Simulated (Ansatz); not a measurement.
Consider BHNSeZn (charge +1).

The calculation's input:

```
crystal:
  periodic: [false, false, false]
  atoms:
    - {symbol: B, position_ang: [-1.491648, -1.924880, -1.226494]}
    - {symbol: "N", position_ang: [-0.280987, -1.471802, -1.057642]}
    - {symbol: Se, position_ang: [-3.220953, -1.436287, -1.888638]}
    - {symbol: Zn, position_ang: [-1.366720, 0.101758, -1.941952]}
    - {symbol: H, position_ang: [0.652667, -1.677668, -0.721645]}
basis:
  gaussian:
    orbitals: def2-TZVPD
output: {forces: true, orbitals: {seedname: orbitals}}
total_charge: 1
hamiltonian:
  xc: {name: PBE0}
```

Launched as:

```sh
ansatz run input.yaml --threads 2 --pin off --max-ram 4350MiB --events-out events.jsonl --progress --plain --runs-dir runs
```

Geometry: B3LYP-D3(BJ)/def2-SVP.

Level of theory: isolated molecule in a Gaussian basis; Kohn-Sham density functional theory, functional PBE0 (Ansatz 0.2.0).

What can the converged electron density and electron localisation function tell about the bonding?

B–N (1.30 Å): ρ at the midpoint is about 2.3 e/Å³; the ELF peaks at about 0.85 between the atoms, as expected for a short, strongly polar bond.
B–Se (1.92 Å): ρ at the midpoint is about 1 e/Å³; the ELF peaks at about 0.90 between the atoms (localised, covalent bonding).
Zn–N (2.11 Å): the density is about 0.49 e/Å³ at the midpoint; the ELF peaks at about 0.80 in the valence shell of N, 0.7 Å from its nucleus, and is about 0.25 at the midpoint.
Zn–B (2.15 Å): ρ at the midpoint is about 0.4 e/Å³; the ELF is about 0.20 at the midpoint.

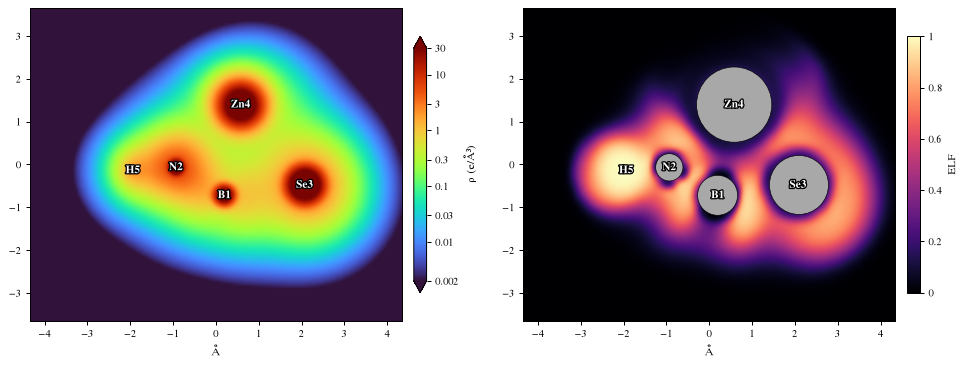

Computed electron density and electron localisation function on the molecular plane, in this order. Grey discs cover the atomic cores in the ELF map. 
